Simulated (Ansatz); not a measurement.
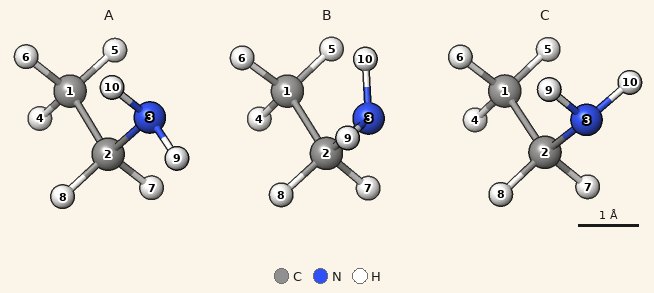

3 geometries from a converged minimum-energy path of C$_{2}$H$_{7}$N, shuffled. A ball-and-stick model, seen from a free direction.

Level of theory: RHF/def2-TZVP (Ansatz 0.2.0). Settings: 5 movable images; climbing image; force threshold 0.03 eV/Å; iteration limit 60; starting path through a guess of the saddle point.

Q: One of them is the converged climbing image. Which?

A: B. In order along the path, whose images run from 0 to 6: C (image 0, 0.000 eV), B (image 3, +0.100 eV), A (image 6, −0.007 eV). The motion is a rotation about the C2–N3 bond by about 120°. No bond forms or breaks between the ends. Among the angles between lasting bonds that change up to the highest image: C1–C2–N3 115.5° → 112.9°, N3–C2–H8 107.8° → 110.0°.

Cost: 26 s on 2 threads of Arm Neoverse V1 (shared host), peak memory 0.22 GiB.
